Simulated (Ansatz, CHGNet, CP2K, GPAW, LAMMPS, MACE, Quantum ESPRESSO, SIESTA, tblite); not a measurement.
**Aqueous Li+ and I-, 1.5 mol of salt per kg of water at 360 K (110 atoms): forces by two methods**

36 H2O, 1 Li+, 1 I- placed at random, at 1.14 g/cm³; overlaps pushed apart, then 10 ps at 420 K with Joung-Cheatham ions (J. Phys. Chem. B 112, 9020 (2008)); SPC/E water (Berendsen, Grigera and Straatsma, J. Phys. Chem. 91, 6269 (1987)). Snapshot after 20 ps at 360 K and fixed volume.

Two calculations on one geometry. First: Kohn-Sham DFT, PBE, PAW, atomic orbitals (dzp); LCAO dzp; h 0.18 Å; levels smeared at 580 K; far from plane-wave PBE on this cell, through basis, grid or potentials (GPAW 26.7.0; Γ point). Second: Kohn-Sham DFT, PBE, SSSP efficiency 1.3.0 pseudopotentials, plane waves; sssp-1.3.0-efficiency; 60/480 Ry; levels smeared at 580 K (Quantum ESPRESSO 7.5; sssp-pbe-1.3.0-efficiency, cutoffs 60/480 Ry, Γ point).

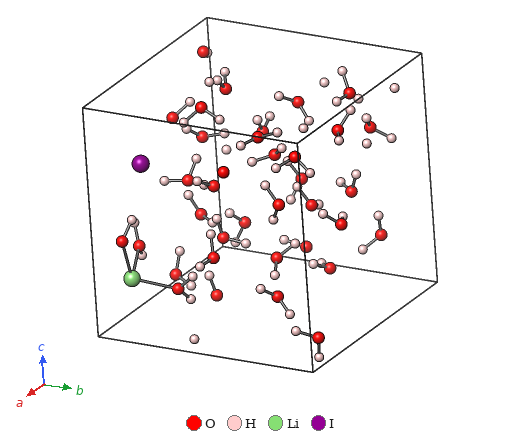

The structure (oxygen red, hydrogen pink, lithium green, iodine purple). Bonds to atoms that aren't drawn are left out. Some periodic images of atoms are drawn too.

Cell vectors (Å):

```
10.442 0.000 0.000
0.000 10.442 0.000
0.000 0.000 10.442
```

Atom, position (Å) and force of the first calculation (eV/Å):

```
1 O 4.429 0.328 0.520 -0.043 -0.878 -0.149
2 H 4.018 0.346 1.432 -0.095 0.291 0.104
3 H 4.751 1.245 0.282 -0.167 -0.094 0.028
4 O 1.914 0.552 5.846 -0.651 -0.824 -0.738
5 H 2.652 0.253 6.452 0.338 0.341 0.235
6 H 1.675 1.500 6.055 0.296 0.207 0.130
7 O 5.085 1.650 5.281 -0.045 1.445 -0.133
8 H 5.489 0.735 5.276 -0.289 -0.349 0.259
9 H 4.401 1.709 6.008 0.663 -0.785 -0.106
10 O 7.566 7.558 6.061 -0.085 0.235 -0.425
11 H 7.509 6.918 6.828 -0.200 0.119 -0.386
12 H 7.323 7.086 5.214 0.184 -0.166 0.743
13 O 7.383 6.644 8.932 -0.589 -0.382 -0.268
14 H 7.329 7.583 9.270 0.237 -0.357 -0.062
15 H 8.341 6.363 8.880 0.645 0.935 -0.104
16 O 1.446 0.597 9.543 -0.267 0.294 0.085
17 H 2.084 10.276 9.648 -0.077 -0.326 -0.020
18 H 0.603 0.269 9.116 0.505 0.030 0.186
19 O 7.424 3.982 9.890 -0.326 0.154 -0.019
20 H 7.829 3.320 9.260 0.093 0.261 -0.212
21 H 7.516 4.903 9.511 -0.375 -0.227 0.106
22 O 4.910 5.891 7.041 -0.470 0.496 0.158
23 H 5.517 5.123 6.838 0.512 0.091 0.102
24 H 5.387 6.548 7.626 0.185 -0.703 -0.428
25 O 0.734 1.627 1.639 -0.468 0.656 0.270
26 H 1.433 1.337 2.293 0.337 -0.049 -0.464
27 H 0.922 1.216 0.746 0.300 -0.364 0.126
28 O 9.876 1.145 4.302 -0.010 -0.023 -0.487
29 H 9.272 1.325 5.078 0.652 -0.296 -0.047
30 H 0.250 0.662 4.620 -0.466 0.268 0.415
31 O 9.087 9.997 0.975 -0.547 0.641 0.087
32 H 9.566 9.201 1.346 0.579 -0.309 -0.428
33 H 8.914 9.858 0.000 0.390 -0.571 0.506
34 O 6.748 3.921 6.031 0.082 1.009 -0.141
35 H 7.565 3.622 6.525 -0.520 -0.522 -0.044
36 H 6.216 3.121 5.753 0.243 -0.666 0.260
37 O 2.138 6.525 0.870 0.872 0.469 -0.037
38 H 1.529 5.744 0.736 -0.081 -0.762 -0.016
39 H 2.966 6.225 1.344 -0.392 -0.071 -0.193
40 O 8.650 9.173 8.921 0.086 -0.352 -0.158
41 H 8.917 8.368 8.391 0.097 0.627 0.156
42 H 8.868 10.001 8.404 -0.005 -0.127 -0.463
43 O 10.155 6.535 8.409 -1.239 -0.491 0.500
44 H 0.342 5.765 8.515 0.350 0.766 -0.269
45 H 0.180 7.287 7.944 0.532 -0.340 -0.088
46 O 0.423 4.376 0.833 0.078 0.796 -0.335
47 H 9.968 4.426 0.393 0.454 -0.476 0.540
48 H 0.618 3.428 1.085 -0.458 -0.380 -0.023
49 O 1.230 8.423 7.229 -0.267 -0.054 -0.476
50 H 1.887 8.667 7.943 0.105 0.144 0.024
51 H 0.939 9.250 6.748 0.469 0.173 0.336
52 O 5.156 2.722 0.234 -0.173 0.162 -0.173
53 H 5.380 2.554 1.194 0.069 0.958 0.430
54 H 5.752 3.439 10.315 0.674 -0.120 0.121
55 O 8.517 4.752 3.579 -0.723 0.242 -0.303
56 H 8.177 4.488 4.482 0.182 0.005 -0.382
57 H 9.513 4.667 3.560 0.249 -0.181 0.635
58 O 3.180 2.640 8.858 -0.518 0.327 -0.691
59 H 2.391 2.167 9.249 0.268 0.025 0.315
60 H 3.906 2.700 9.543 -0.319 -0.191 0.282
61 O 5.064 3.181 2.900 -0.388 -0.784 -0.025
62 H 5.346 3.092 3.855 -0.177 -0.132 -0.597
63 H 4.858 4.139 2.701 0.484 0.621 0.252
64 O 5.855 9.660 9.110 0.182 -0.679 -0.718
65 H 6.696 10.198 9.065 -0.660 -0.372 0.094
66 H 5.280 10.002 9.854 0.217 0.519 0.917
67 O 3.208 1.017 2.898 -0.496 -0.773 -0.333
68 H 3.377 0.566 3.774 0.029 0.805 -0.244
69 H 3.724 1.873 2.858 0.449 0.194 0.657
70 O 2.976 8.590 9.504 0.006 0.411 -0.450
71 H 2.617 8.088 10.291 0.346 -0.477 -0.172
72 H 3.975 8.545 9.508 -0.664 -0.099 0.274
73 O 4.264 7.137 4.677 -0.033 0.462 -0.768
74 H 3.355 6.927 4.317 -0.263 0.217 0.587
75 H 4.430 6.596 5.501 0.073 -0.261 0.330
76 O 7.323 0.402 2.978 0.133 0.236 0.076
77 H 6.685 0.115 2.264 0.284 -0.039 0.880
78 H 7.015 0.051 3.862 -0.476 -0.309 -1.015
79 O 0.219 7.973 1.860 -1.178 0.562 0.341
80 H 0.931 7.453 1.390 0.302 -0.008 0.623
81 H 0.443 8.040 2.833 0.494 -0.227 -0.530
82 O 2.192 5.543 8.314 0.043 -0.196 -0.076
83 H 2.579 6.254 7.726 0.219 -0.712 0.555
84 H 2.930 5.079 8.804 -0.265 0.454 -0.638
85 O 5.183 5.816 2.433 -0.937 -0.361 -0.489
86 H 4.772 6.508 3.027 0.797 -0.077 0.335
87 H 6.026 6.176 2.035 0.077 0.464 0.172
88 O 7.511 7.158 1.790 -0.046 -0.030 -0.010
89 H 8.239 6.792 2.370 -0.098 0.305 -0.524
90 H 7.868 7.916 1.245 0.164 -0.389 0.701
91 O 0.711 4.552 4.080 0.191 0.813 -0.940
92 H 0.993 4.098 4.926 0.515 -0.353 0.145
93 H 1.375 4.354 3.359 -0.476 -0.081 0.644
94 O 1.361 3.199 6.271 0.609 0.031 -0.432
95 H 1.954 3.340 7.064 -0.443 0.289 0.049
96 H 0.427 3.021 6.581 0.051 -0.096 0.658
97 O 8.221 2.726 1.738 0.065 -0.486 -0.529
98 H 7.540 2.899 1.027 0.729 0.381 0.701
99 H 8.202 3.470 2.406 -0.298 0.404 0.014
100 O 4.008 0.435 7.517 -0.722 -0.380 -0.530
101 H 3.442 1.001 8.115 0.584 0.215 0.285
102 H 4.517 10.215 8.067 0.406 0.343 0.070
103 O 5.811 9.485 4.777 0.086 0.718 0.247
104 H 6.399 8.982 5.410 -0.405 -0.444 0.125
105 H 4.920 9.035 4.720 0.620 -0.597 0.290
106 O 1.578 7.490 4.296 0.041 0.061 -0.187
107 H 1.737 7.879 5.203 -0.408 -0.417 -0.082
108 H 1.031 6.657 4.382 0.203 -0.064 0.384
109 Li 9.187 1.087 2.334 -0.218 -0.009 -0.076
110 I 9.141 1.869 7.672 -0.392 -0.010 0.146
```

**Question.** What forces does the second calculation give?

Atom and force (eV/Å):

```
1 -0.124 -0.268 0.286
2 0.147 0.194 -0.456
3 -0.334 -0.613 0.189
4 -0.315 -0.414 -0.154
5 -0.151 0.490 -0.177
6 0.438 -0.435 -0.043
7 -0.252 0.815 0.392
8 -0.534 0.270 0.235
9 1.124 -0.732 -0.608
10 -0.271 -0.586 -0.479
11 -0.115 0.570 -0.895
12 0.384 0.178 1.257
13 0.031 0.116 -0.142
14 0.207 -1.023 -0.248
15 -0.024 1.043 -0.069
16 -0.505 -0.505 -0.123
17 -0.486 0.187 -0.088
18 1.054 0.320 0.458
19 0.042 0.301 -0.756
20 -0.167 0.659 0.205
21 -0.428 -0.792 0.377
22 0.313 0.427 0.408
23 0.057 0.587 0.229
24 -0.194 -1.134 -0.754
25 0.141 0.100 0.088
26 -0.141 0.153 -0.872
27 0.179 -0.066 0.715
28 0.124 -0.300 0.331
29 0.986 -0.416 -0.582
30 -0.977 0.603 0.118
31 -0.337 0.032 -0.233
32 0.236 0.226 -0.620
33 0.484 -0.433 1.125
34 0.294 0.170 0.061
35 -1.012 -0.287 -0.364
36 0.569 -0.089 0.431
37 1.054 -0.331 0.242
38 0.326 -0.262 0.049
39 -0.959 0.170 -0.505
40 0.405 -0.265 -0.934
41 -0.067 1.160 0.487
42 -0.124 -0.634 -0.142
43 -0.525 -0.556 0.185
44 -0.091 1.223 -0.291
45 0.224 -0.745 0.192
46 -0.486 0.113 -0.491
47 1.086 -0.475 0.811
48 -0.550 0.267 -0.166
49 0.003 0.659 -0.297
50 -0.327 -0.043 -0.461
51 0.617 -0.435 0.642
52 0.396 0.580 0.177
53 -0.114 0.996 -0.193
54 0.290 -0.548 0.303
55 -0.288 -0.050 0.403
56 0.420 0.231 -0.983
57 -0.412 -0.088 0.638
58 -0.597 0.029 0.084
59 0.747 0.351 0.021
60 -0.767 -0.163 -0.153
61 -0.413 -0.173 0.550
62 -0.365 -0.080 -1.190
63 0.639 -0.065 0.348
64 0.486 -0.044 -0.288
65 -1.195 -0.768 0.125
66 0.556 0.261 0.420
67 0.007 -0.482 0.350
68 -0.136 1.067 -0.863
69 0.099 -0.384 0.651
70 0.451 -0.047 0.197
71 0.568 -0.125 -0.716
72 -1.336 -0.070 0.252
73 -0.564 -0.082 -0.451
74 0.356 0.378 0.796
75 -0.048 0.117 -0.200
76 -0.523 -0.266 0.104
77 0.765 0.150 1.329
78 -0.215 -0.018 -1.554
79 -0.542 0.317 0.764
80 -0.109 0.351 0.864
81 0.290 -0.247 -1.153
82 0.893 0.017 -0.170
83 -0.089 -1.175 0.962
84 -0.784 0.694 -0.937
85 -0.610 0.410 -0.409
86 1.015 -0.545 -0.095
87 -0.493 0.176 0.427
88 0.742 0.200 0.011
89 -0.634 0.543 -0.886
90 -0.154 -0.900 1.006
91 0.904 0.380 -0.904
92 0.293 -0.026 -0.388
93 -0.922 0.053 1.113
94 0.400 -0.076 0.401
95 -0.802 0.236 -0.485
96 0.602 0.061 0.407
97 -0.393 0.110 -0.520
98 1.187 0.196 1.162
99 -0.247 -0.137 -0.422
100 -0.712 -0.426 0.182
101 0.941 -0.152 -0.115
102 0.054 0.748 -0.337
103 -0.165 -0.003 0.705
104 -0.795 -0.065 -0.354
105 1.182 -0.240 0.264
106 -0.255 -0.260 0.560
107 -0.536 -0.651 -0.683
108 0.551 0.517 0.279
109 -0.258 0.016 -0.115
110 -0.390 -0.027 0.146
```

The two sets differ by 414 meV/Å r.m.s., 77 % of the r.m.s. force of the Quantum ESPRESSO run. With short bonds to hydrogen, sets of potentials differ among themselves by several per cent in forces even at converged cutoffs, so the reference isn't exact here either. The network of contacts between molecules at the start is that of the classical potential that made the cell, and needn't be the one that DFT or experiment would give. The electronic-structure runs sample only Γ, in a cell whose shortest periodic width is 10 Å.

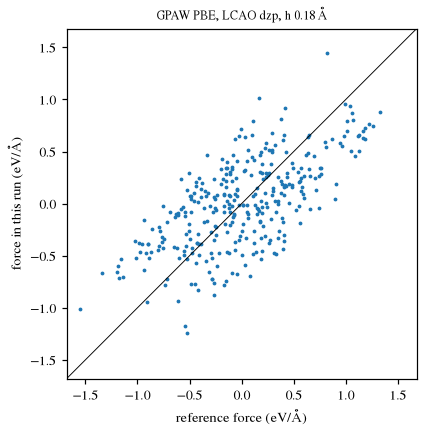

Force components against those of the reference; the line marks equality.

[Logs are printed without paths, hosts, clocks, repeated set-up lines and the standing remarks that a program may print on its own settings, such as how far it seeks lower states.]

[Hosts, paths, dates, database ids (printed as entryN), source tags and the programs' standing remarks are cut or masked in the printed files.]
